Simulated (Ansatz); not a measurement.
## Fields on a plane of VO2 (rutile)

```xyz
6
Lattice="4.5362 0.0000 0.0000 0.0000 4.5362 0.0000 0.0000 0.0000 2.8023" Properties=species:S:1:pos:R:3 pbc="T T T"
V      0.0000     0.0000     0.0000
V      2.2681     2.2681     1.4012
O      1.3563     1.3563     0.0000
O      3.6244     0.9118     1.4012
O      0.9118     3.6244     1.4012
O      3.1800     3.1800     0.0000
```

The slice is a (-1 2 0) plane (indices of the conventional cell) through the point (0.201, 0.799, 0.500) (fractional), spanned by u = [001] and v = [210] in vectors of this cell: u (2.80 Å) and v (10.14 Å, at 90° to u). It covers one period; positions are fractions (u, v).

Atoms on it: V at (0.00, 0.66), 0.2 Å off the plane; O at (0.50, 0.54), 0.2 Å off the plane; O at (0.00, 0.00). Other atoms lie within 1 Å of the plane.

Computed with PBEsol (plane waves to 420 eV, PAW, scalar-relativistic; Ansatz, a quantum-chemistry and plane-wave program). k mesh 10×10×17. Near the nuclei the fields are pseudised (PAW); where an atom keeps semicore shells as valence, they peak there. Relaxed VO2 ends ferromagnetic. This is a high-temperature form of VO2. VO2 is run spin-polarised and with no Hubbard U. VO2 was relaxed with its symmetry unable to fall. The magnetic order is the one the run started from; other orders were not tried.

```
|87532357|
|54321234|
|22112112|
|01133311|
|01345431|
|12456542|
|33455543|
|76444446|
|99633369|
|99633369|
|87555557|
|44578754|
|23588853|
|12467642|
|11345431|
|22233322|
|44344434|
|76545456|
|87544457|
|76432346|
|44311134|
|21100011|
|00000000|
|00000000|
|22100012|
|54310134|
|87521257|
|98532358|
```
Scale: ten equal steps from -1.37 (start of '0') to 1.09 (end of '9'), in the order '0123456789'. Values: log₁₀ of the valence density in e/Å³. The map has 8 points along u (one character each, u = 0 at the left) and 28 along v (v = 0 in the bottom row). The scale is logarithmic, as a density can span decades between atoms and voids.

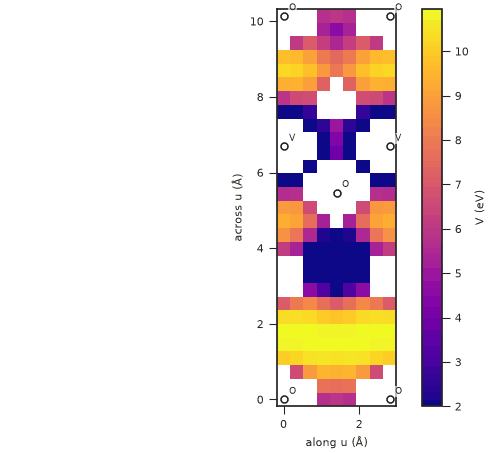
Figure: Electrostatic potential energy of an electron, from the cell's mean, in eV, one period of the plane, atoms marked. Points within 0.8 Å of a nucleus are left white, as the pseudised field means little there. Values under 2 eV are set to 2. The zero, the cell's mean, hangs on the PAW cores.
